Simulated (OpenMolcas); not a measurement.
## Energy and gradient calculation, with input and output: CH$_{2}$P$_{2}$

CH$_{2}$P$_{2}$, SMILES P#CP, computed with B3LYP/6-31G*, RKS (OpenMolcas 26.06).

The geometry comes from this level: GFN2-xTB.

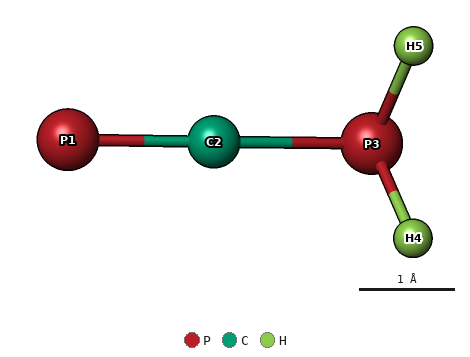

The input geometry (ball-and-stick view, seen at a tilt; atoms are numbered from 1 in the order of the input). Bond lengths as drawn: C–P 1.56 to 1.75 Å and H–P 1.40 Å.

Results in brief

| quantity | value |
| --- | --- |
| outcome | converged |
| total energy | −721.950079 hartree |
| basis functions | 57 |
| largest force | 1.250 eV/Å |
| HOMO | −6.82 eV |
| LUMO | −1.71 eV |
| dipole moment | 1.16 debye |
| hardware | 1 thread of Arm Neoverse V2, 24 GiB of memory available, shared host |
| wall time | 13 s |
| peak memory | 0.39 GiB |

The input
```
* CH2P2 Kohn-Sham DFT
&GATEWAY
BasLib
$CurrDir
Coord
5
angstrom
P       -0.184270      -1.526160       1.855470
C       -0.179400      -0.463280       0.711510
P       -0.345190       0.838030      -0.445400
H       -0.313860       0.025160      -1.585910
H        1.022730       1.126250      -0.535670
Basis
6-31Gs
Group
NoSym
&SEWARD
GridInput
Grid=UltraFine
End of Grid
&SCF
KSDFT
B3LYP
Thresholds
1e-10 1e-07 1e-07 1e-05
PrOrbitals
1 1
&ALASKA
```

Run as:
```bash
export MOLCAS_MEM=1860
pymolcas test.input > test.log
```

Log
```
--- Start Module: gateway ---

                                              &GATEWAY

                       available to each process: 1.9 GB of memory, 1 thread

 Basis Set     1 Label: P.6-31GS
 Basis set is read from library:.
 basistype.tbl is not found

 Basis Set     2 Label: C.6-31GS
 Basis set is read from library:.
 basistype.tbl is not found

 Basis Set     3 Label: P.6-31GS
 Basis set is read from library:.
 basistype.tbl is not found

 Basis Set     4 Label: H.6-31GS
 Basis set is read from library:.
 basistype.tbl is not found

++    Symmetry information:
      ---------------------

                    Character Table for C1

                             E
                    a        1  x, y, xy, Rz, z, xz, Ry, yz, Rx, I
--

++    Basis set information:
      ----------------------

      Basis set label: P.6-31GS.........

      Electronic valence basis set:
      ------------------
      Associated Effective Charge  15.000000 au
      Associated Actual Charge     15.000000 au
      Nuclear Model: Point charge

      Shell  nPrim  nBasis  Cartesian Spherical Contaminant
         s      16       4        X
         p      10       3        X
         d       1       1        X

      Basis set label: C.6-31GS.........

      Electronic valence basis set:
      ------------------
      Associated Effective Charge   6.000000 au
      Associated Actual Charge      6.000000 au
      Nuclear Model: Point charge

      Shell  nPrim  nBasis  Cartesian Spherical Contaminant
         s      10       3        X
         p       4       2        X
         d       1       1        X

      Basis set label: P.6-31GS.........

      Electronic valence basis set:
      ------------------
      Associated Effective Charge  15.000000 au
      Associated Actual Charge     15.000000 au
      Nuclear Model: Point charge

      Shell  nPrim  nBasis  Cartesian Spherical Contaminant
         s      16       4        X
         p      10       3        X
         d       1       1        X

      Basis set label: H.6-31GS.........

      Electronic valence basis set:
      ------------------
      Associated Effective Charge   1.000000 au
      Associated Actual Charge      1.000000 au
      Nuclear Model: Point charge

      Shell  nPrim  nBasis  Cartesian Spherical Contaminant
         s       4       2        X
--

++    Molecular structure info:
      -------------------------

                    ************************************************
                    **** Cartesian Coordinates / bohr, angstrom ****
                    ************************************************

     Center  Label                x              y              z                     x              y              z
        1      P1              -0.348220      -2.884024       3.506330             -0.184270      -1.526160       1.855470
        2      C2              -0.339017      -0.875472       1.344559             -0.179400      -0.463280       0.711510
        3      P3              -0.652315       1.583647      -0.841684             -0.345190       0.838030      -0.445400
        4      H4              -0.593109       0.047546      -2.996936             -0.313860       0.025160      -1.585910
        5      H5               1.932680       2.128304      -1.012270              1.022730       1.126250      -0.535670

                    ***************************************
                    *    InterNuclear Distances / bohr    *
                    ***************************************

               1 P1            2 C2            3 P3            4 H4            5 H5
    1 P1       0.000000
    2 C2       2.950868        0.000000
    3 P3       6.241618        3.305311        0.000000
    4 H4       7.137684        4.445796        2.647305        0.000000
    5 H5       7.123460        4.442738        2.647252        3.827279        0.000000

                    *******************************************
                    *    InterNuclear Distances / angstrom    *
                    *******************************************

               1 P1            2 C2            3 P3            4 H4            5 H5
    1 P1       0.000000
    2 C2       1.561532        0.000000
    3 P3       3.302922        1.749095        0.000000
    4 H4       3.777100        2.352614        1.400893        0.000000
    5 H5       3.769573        2.350996        1.400866        2.025309        0.000000

                    **************************************
                    *    Valence Bond Angles / degree    *
                    **************************************
                          Atom centers                 Phi
                      4 H4       3 P3       5 H5        92.58
--

            Nuclear Potential Energy            112.27777614 au

--- Stop Module: gateway /rc=_RC_ALL_IS_WELL_ ---

--- Start Module: seward ---

                                              &SEWARD

                       available to each process: 1.9 GB of memory, 1 thread

               SEWARD will generate:
                  Multipole Moment integrals up to order  2
                  Kinetic Energy integrals
                  Nuclear Attraction integrals (point charge)
                  One-Electron Hamiltonian integrals
                  Velocity integrals
                  Orbital angular momentum around ( -0.4437  -0.6397   1.2457 )
                  Velocity quadrupole around ( -0.4437  -0.6397   1.2457 )
                  Two-Electron Repulsion integrals

                   Integrals are discarded if absolute value <: 1.00E-14
                   Integral cutoff threshold is set to       <: 1.00E-16

            Nuclear Potential Energy            112.27777614 au

      Basis set specifications :
      Symmetry species         a
      Basis functions           57

--- Stop Module: seward /rc=_RC_ALL_IS_WELL_ ---
--- Module seward spent 1 second ---

--- Start Module: scf ---

                                                &SCF

                       available to each process: 1.9 GB of memory, 1 thread

 ###############################################################################
 ###     Minimized-density-differences option turned off!                    ###
 ###############################################################################
++    Input section:
      --------------

      Header of the integral files:

      Cartesian coordinates in angstrom:
      -----------------------------------------------------
      No.  Label        X            Y            Z
      -----------------------------------------------------
       1   P1        -0.18427000  -1.52616000   1.85547000
       2   C2        -0.17940000  -0.46328000   0.71151000
       3   P3        -0.34519000   0.83803000  -0.44540000
       4   H4        -0.31386000   0.02516000  -1.58591000
       5   H5         1.02273000   1.12625000  -0.53567000
      -----------------------------------------------------
      Nuclear repulsion energy =  112.27777614
--

++    Orbital specifications:
      -----------------------

      Symmetry species               1
                                     a
      Frozen orbitals                0
      Occupied orbitals             19
      Secondary orbitals            38
      Deleted orbitals               0
      Total number of orbitals      57
      Number of basis functions     57
--

      Molecular charge                           0.000

      Numerical integration parameters
      --------------------------------
      Radial quadrature type:                         MHL
      Size of radial grid:                            99
      Lebedev angular grid:                           41
      Angular grid pruned with the crowding factor:  1.00E+10
                                 and fading factor:  1.00E+01
      Screening threshold for integral computation:   1.00E-11
      Radial quadrature accuracy:                     1.00E-25
      Maximum batch size:                             128
      AO values are stored on disk
      The same grid will be used for all iterations.

      DFT functional specifications
      -----------------------------
      Using Libxc version: 6.2.2
      Please cite the following reference:
      S. Lehtola, C. Steigemann, M. J.T. Oliveira, and M. A.L. Marques.,  SoftwareX 7, 1–5 (2018) doi:10.1016/j.softx.2017.11.002

      * B3LYP

++    Optimization specifications:
      ----------------------------

      SCF Algorithm: Conventional
      D(i)-D(i-1) density differences are used
      Number of density matrices in core                 5
      Maximum number of NDDO SCF iterations            400
      Maximum number of HF SCF iterations              400
      Threshold for SCF energy change             1.00E-10
      Threshold for density matrix                1.00E-07
      Threshold for Fock matrix                   1.00E-07
      Threshold for linear dependence             1.00E-09
      Threshold at which DIIS is turned on        1.50E-01
      Maximum depth in the DIIS procedure                5
      Maximum depth in the BFGS Hessian update          30
      Threshold at which QNR/C2DIIS is turned on  7.50E-02
      Threshold for Norm(delta) (QNR/C2DIIS)      1.00E-05
      All orbitals punched on: SCFORB
--

      Input vectors read from INPORB
      Orbital file label: *Guess orbitals

++ Convergence information
                                   B3LYP      iterations: Energy and convergence statistics

Iter     Tot. B3LYP      One-elec.       Two-elec.     Energy      Max Dij or  Max Fij      DNorm      TNorm      AccCon     Time
         Energy          Energy          Energy        Change      Delta Norm                                                in Sec.
   1  -721.700405600 -1257.195607074   423.217425336   0.00E+00    3.07E-01*   2.09E-01*    8.35E+00   2.07E+02   None         1.
   2  -721.858389879 -1265.581026972   431.444860955  -1.58E-01*   6.89E-01*   8.31E-02*    2.09E+00   2.10E+02   EDIIS        0.
   3  -721.468584977 -1257.437716366   423.691355251   3.90E-01*   1.44E-01*   4.71E-02*    2.16E+00   2.06E+02   EDIIS        0.
   4  -721.923579584 -1260.051106770   425.849751047  -4.55E-01*   5.90E-02*   1.91E-02*    8.35E-01   2.08E+02   c2DIIS       0.
   5  -721.945879071 -1262.253286474   428.029631265  -2.23E-02*   1.48E-01*   1.95E-02*    4.32E-01   2.09E+02   QNRc2DIIS    0.
   6  -721.922492354 -1262.022145213   427.821876721   2.34E-02*   1.12E-01*   6.04E-02*    5.05E-01   2.09E+02   QNRc2DIIS    0.
   7  -721.949465349 -1261.472209553   427.244968066  -2.70E-02*   1.66E-02*   6.96E-03*    3.36E-01   2.09E+02   QNRc2DIIS    0.
   8  -721.950068353 -1261.786416166   427.558571674  -6.03E-04*   2.11E-03*   7.36E-04*    8.38E-02   2.09E+02   QNRc2DIIS    0.
   9  -721.950078528 -1261.817441647   427.589586980  -1.02E-05*   2.23E-04*   2.36E-04*    1.03E-02   2.09E+02   QNRc2DIIS    0.
  10  -721.950078854 -1261.815931668   427.588076676  -3.26E-07*   5.73E-04*   1.74E-04*    9.51E-04   2.09E+02   QNRc2DIIS    0.
  11  -721.950079216 -1261.818128756   427.590273402  -3.62E-07*   5.68E-05*   1.19E-05*    2.47E-03   2.09E+02   QNRc2DIIS    0.
  12  -721.950079221 -1261.818128994   427.590273635  -4.84E-09*   9.37E-06    2.14E-06*    2.68E-04   2.09E+02   QNRc2DIIS    0.
  13  -721.950079221 -1261.818110036   427.590254676  -9.56E-11    3.03E-06    6.58E-07*    4.72E-05   2.09E+02   QNRc2DIIS    0.
  14  -721.950079221 -1261.818114068   427.590258709  -1.03E-11    6.92E-07    1.44E-07*    1.41E-05   2.09E+02   QNRc2DIIS    0.
  15  -721.950079221 -1261.818114780   427.590259421  -1.14E-13    1.65E-07    3.90E-08     2.60E-06   2.09E+02   QNRc2DIIS    0.

       Convergence after  15 Iterations
--

 *****************************************************************************************************************************
 *                                             SCF/KS-DFT Program, Final results                                             *
 *                                                       Final Results                                                       *
 *****************************************************************************************************************************

::    Total KS-DFT energy                            -721.9500792208
      One-electron energy                           -1261.8181147799
      Two-electron energy                             427.5902594207
      Nuclear repulsion energy                        112.2777761383
      Kinetic energy (interpolated)                   719.2720191310
      Virial theorem                                    1.0037232925
      Total spin, S(S+1)                                0.0000000000
      Total spin, S                                     0.0000000000
      Max non-diagonal density matrix element           0.0000001301
      Max non-diagonal Fock matrix element              0.0000000132

      All orbitals with orbital energies smaller than  E(LUMO)+0.5 are printed

++    Molecular orbitals:
      -------------------

      Title: RKS-DFT orbitals

      Molecular orbitals for symmetry species 1: a

          Orbital            1         2         3         4         5         6         7         8         9        10
          Energy          -77.1054  -77.0828  -10.2233   -6.5797   -6.5564   -4.7419   -4.7412   -4.7372   -4.7181   -4.7169
          Occ. No.          2.0000    2.0000    2.0000    2.0000    2.0000    2.0000    2.0000    2.0000    2.0000    2.0000

          Orbital           11        12        13        14        15        16        17        18        19        20
          Energy           -4.7152   -0.7430   -0.6535   -0.4726   -0.4173   -0.3560   -0.3216   -0.2769   -0.2508   -0.0627
          Occ. No.          2.0000    2.0000    2.0000    2.0000    2.0000    2.0000    2.0000    2.0000    2.0000    0.0000

          Orbital           21        22        23        24        25        26        27        28        29        30
          Energy           -0.0505    0.0287    0.0440    0.1124    0.1220    0.2203    0.2602    0.2721    0.3111    0.3298
          Occ. No.          0.0000    0.0000    0.0000    0.0000    0.0000    0.0000    0.0000    0.0000    0.0000    0.0000

          Orbital           31        32
          Energy            0.3343    0.3943
          Occ. No.          0.0000    0.0000

--

++    Molecular charges:
      ------------------

      Mulliken charges per centre and basis function type
      ---------------------------------------------------

                P1      C2      P3      H4      H5
      1s       5.9325  3.4006  5.7228  0.9584  0.9582
      2px      3.0044  1.0008  3.1412  0.0000  0.0000
      2pz      3.0036  0.9197  2.8268  0.0000  0.0000
      2py      3.0137  0.9132  3.1065  0.0000  0.0000
      d200    -0.0235 -0.0213  0.0224  0.0000  0.0000
      d110     0.0091  0.0028  0.0114  0.0000  0.0000
      d101     0.0106  0.0029  0.0065  0.0000  0.0000
      d020    -0.0109 -0.0004 -0.0037  0.0000  0.0000
      d011     0.0280  0.0050  0.0509  0.0000  0.0000
      d002    -0.0080 -0.0010  0.0168  0.0000  0.0000
      Total   14.9595  6.2223 14.9017  0.9584  0.9582

      N-E      0.0405 -0.2223  0.0983  0.0416  0.0418

      Total electronic charge=   38.000000

      Total            charge=   -0.000000
--

++    Molecular properties:
      ---------------------

      Charge (e):
                      =   -0.0000
      Dipole Moment (debye):
      Origin of the operator (angstrom)=   -0.2348   -0.3385    0.6592
                   X=  4.9655E-01               Y=  3.4782E-01               Z= -9.9232E-01           Total=  1.1629E+00
      Quadrupole Moment (debye*angstrom):
      Origin of the operator (angstrom)=   -0.2348   -0.3385    0.6592
                  XX= -3.2631E+01              XY=  1.9023E+00              XZ= -4.5529E-01              YY= -3.3132E+01
                  YZ= -6.3503E-01              ZZ= -3.0151E+01
      In traceless form (debye*angstrom)
                  XX= -9.8961E-01              XY=  2.8535E+00              XZ= -6.8294E-01              YY= -1.7405E+00
                  YZ= -9.5254E-01              ZZ=  2.7301E+00
--

--- Stop Module: scf /rc=_RC_ALL_IS_WELL_ ---
--- Module scf spent 8 seconds ---

--- Start Module: alaska ---

                                              &ALASKA

                       available to each process: 1.9 GB of memory, 1 thread

                     Threshold for contributions to the gradient: 1.000E-07

                    ********************************************
                    * Symmetry Adapted Cartesian Displacements *
                    ********************************************

           Irreducible representation : a
           Basis function(s) of irrep: x, y, xy, Rz, z, xz, Ry, yz, Rx, I

 Basis Label        Type   Center Phase
   1   P1           x         1     1
   2   P1           y         1     1
   3   P1           z         1     1
   4   C2           x         2     1
   5   C2           y         2     1
   6   C2           z         2     1
   7   P3           x         3     1
   8   P3           y         3     1
   9   P3           z         3     1
  10   H4           x         4     1
  11   H4           y         4     1
  12   H4           z         4     1
  13   H5           x         5     1
  14   H5           y         5     1
  15   H5           z         5     1

                     No automatic utilization of translational and rotational invariance of the energy is employed.

 DFT contribution computed for a moving grid.

 Conventional ERI gradients!

 **************************************************
 *              Molecular gradients               *
 **************************************************

  Irreducible representation: a
 ------------------------------------------------------------------------------------------
                              X                       Y                       Z
 ------------------------------------------------------------------------------------------
  P1               -6.95051625732093E-04   -3.74075086592285E-03    5.20532200196655E-03
  C2                2.58799864732939E-03    1.46013037968018E-02   -1.92568542135367E-02
  P3                5.52020033667411E-03   -8.59539849352942E-03    2.20941950838505E-03
  H4                2.41518196887386E-03    3.92100760324432E-03    1.07112490647299E-02
  H5               -9.82832932714750E-03   -6.18616204048505E-03    1.13086363842230E-03
 ------------------------------------------------------------------------------------------

--- Stop Module: alaska /rc=_RC_ALL_IS_WELL_ ---
--- Module alaska spent 2 seconds ---

.##################.
.# Happy landing! #.
.##################.

    Timing: Wall=12.57 User=10.18 System=1.90
```

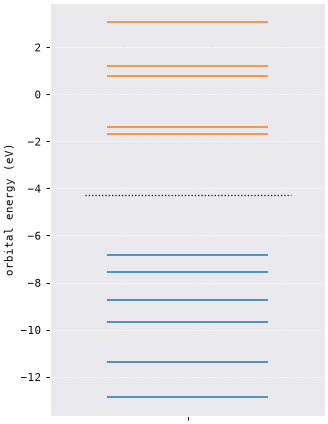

Orbital energies near the frontier; the dotted line parts filled from empty levels, and levels within 0.02 eV of each other stand side by side. Highest filled −6.82 eV, lowest empty −1.71 eV, 5.11 eV apart.

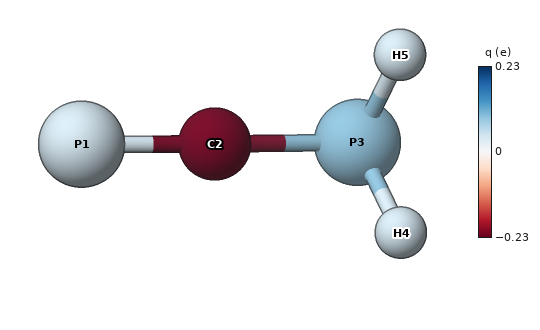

Mulliken charges, as the colour of each atom (ball-and-stick view, seen on its broad side; atoms are numbered from 1 in the order of the input). By element: P +0.04 to +0.10, C −0.22 and H +0.04 e.
